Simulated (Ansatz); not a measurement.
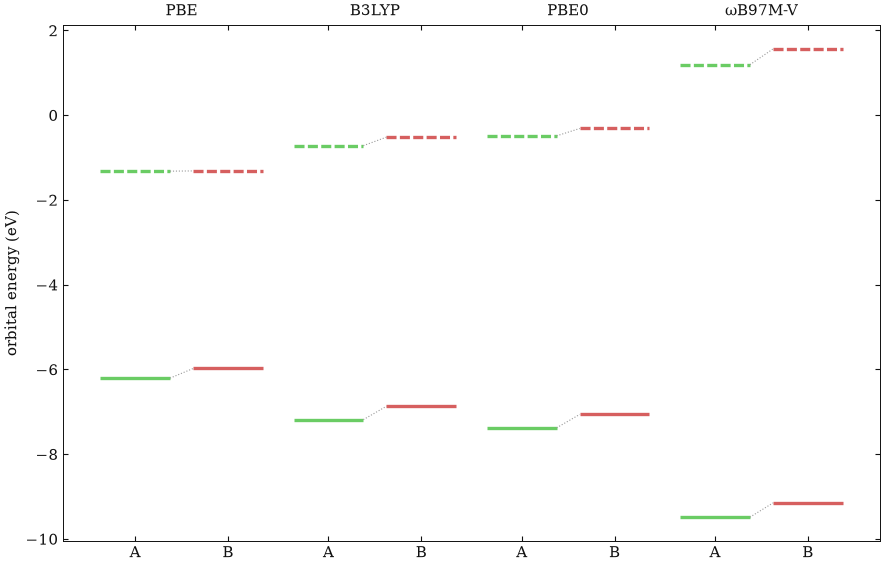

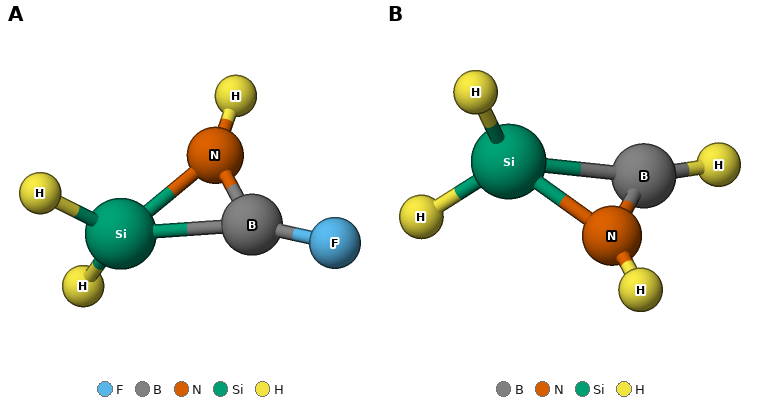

One change: A, BSiNH₃F (SMILES FB1N[SiH2]1), becomes B, BSiNH₄ (SMILES B1N[SiH2]1). F on B is replaced by H. HOMO (solid) and LUMO (dashed) computed in def2-TZVPP at PBE0-D4/def2-TZVP geometries, both minima by their frequencies, gas phase, the Ansatz code. Empty levels above zero depend strongly on the basis.

**What does the change do to HOMO and LUMO?**

PBE: the HOMO rises by 0.23 eV, the LUMO hardly moves, and the separation goes from 4.88 to 4.66 eV. B3LYP: the HOMO rises by 0.32 eV, the LUMO rises by 0.20 eV, and the separation goes from 6.47 to 6.35 eV. PBE0: the HOMO rises by 0.32 eV, the LUMO rises by 0.17 eV, and the separation goes from 6.89 to 6.75 eV. ωB97M-V: the HOMO rises by 0.34 eV, the LUMO rises by 0.37 eV, and the separation goes from 10.68 to 10.71 eV.

**Do the functionals agree on the effect?**

They agree on the direction for both levels; the HOMO shift lies between 0.23 and 0.34 eV and the LUMO shift between 0.01 and 0.37 eV, while the separations themselves differ by up to 6.1 eV between functionals.
